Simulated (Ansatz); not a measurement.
The figure comes from a scan of Ca$_{3}$PbO (anti-perovskite): a phonon pattern at R = (0.5, 0.5, 0.5) is frozen into a 10-atom cell, Q being the largest atomic displacement. Method: LDA (plane waves to 420 eV, PAW, scalar-relativistic; Ansatz, an electronic-structure program). k mesh 10×10×10 (Γ-centred), Fermi-Dirac smearing 0.05 eV. With partly filled bands, energies and forces of such displacements shift with the k mesh and the smearing. At this level the bands of Ca3PbO touch or barely overlap. Ca3PbO was relaxed with its symmetry unable to fall. Spin-orbit coupling is left out, though Pb is heavy. 

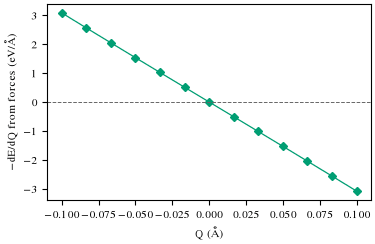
Figure. −dE/dQ from forces (eV/Å) against Q (Å); one marker a computed point.

Question: Turn the plot into a table (rounded to what can be read).

Answer: To the nearest 0.1:

```tsv
Q (Å)	−dE/dQ from forces (eV/Å)
-0.100	3.1
-0.083	2.6
-0.067	2.0
-0.050	1.5
-0.033	1.0
-0.017	0.5
0.000	0.0
0.017	-0.5
0.033	-1.0
0.050	-1.5
0.067	-2.0
0.083	-2.6
0.100	-3.1
```

(For displaced atoms, the force is minus the slope of the energy, and its curvature is a force constant, which sets phonon frequencies.)
